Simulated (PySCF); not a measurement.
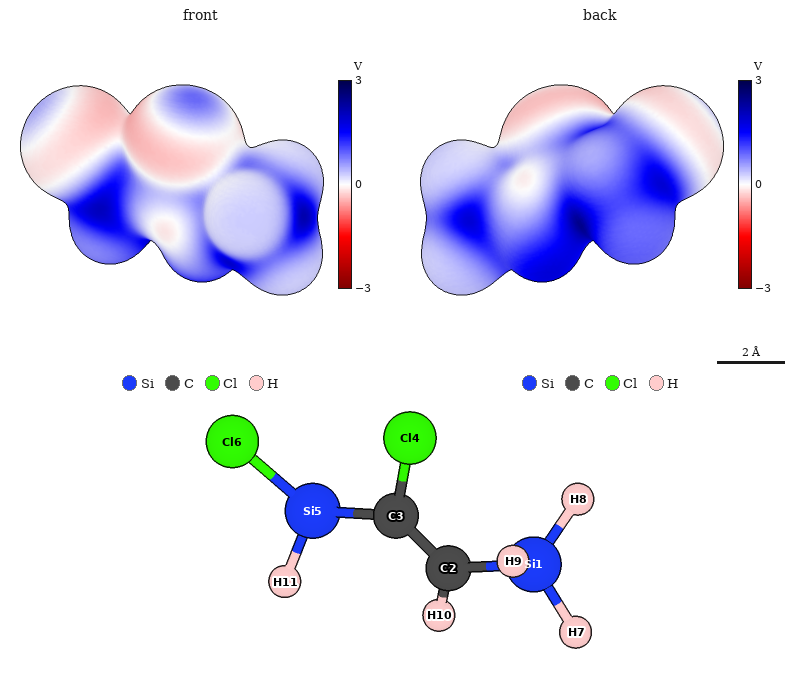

*C2H5Cl2Si2 (SMILES [SiH3]/C=C(\Cl)[SiH]Cl) (doublet). The electrostatic potential painted on the density surface at 0.004 e/bohr³, seen from the front and from behind; red is negative and blue positive. The bare structure is drawn below in the same view.*

Geometry: GFN2-xTB.

The calculation used UKS B3LYP, pcH-1 on C Cl H Si, non-relativistic, mean-field spin-orbit, GIAO in PySCF.

```yaml
atoms:
  - { symbol: Si, position_ang: [-2.1141, 0.1248, -0.1133] }
  - { symbol: C, position_ang: [-0.3194, -0.1981, -0.5534] }
  - { symbol: C, position_ang: [0.6972, -0.0488, 0.3113] }
  - { symbol: Cl, position_ang: [0.3097, 0.4113, 1.9519] }
  - { symbol: Si, position_ang: [2.4865, -0.4327, 0.0221] }
  - { symbol: Cl, position_ang: [3.7920, 0.3702, 1.3190] }
  - { symbol: H, position_ang: [-2.8980, -0.1197, -1.3259] }
  - { symbol: H, position_ang: [-2.5383, -0.7785, 0.9594] }
  - { symbol: H, position_ang: [-2.2795, 1.5149, 0.3183] }
  - { symbol: H, position_ang: [-0.0547, -0.4985, -1.5569] }
  - { symbol: H, position_ang: [2.9242, -0.3423, -1.3584] }
```

Describe the electrostatic potential map.

The most negative region (about −0.4 V) lies over Cl4, the most positive (about +2.3 V) over Si5. Cl4 shows a σ-hole: about +0.9 V at the tip opposite its bond, against about −0.1 V on its flanks. Cl6 shows a σ-hole: about +0.5 V at the tip opposite its bond, against about −0.2 V on its flanks.
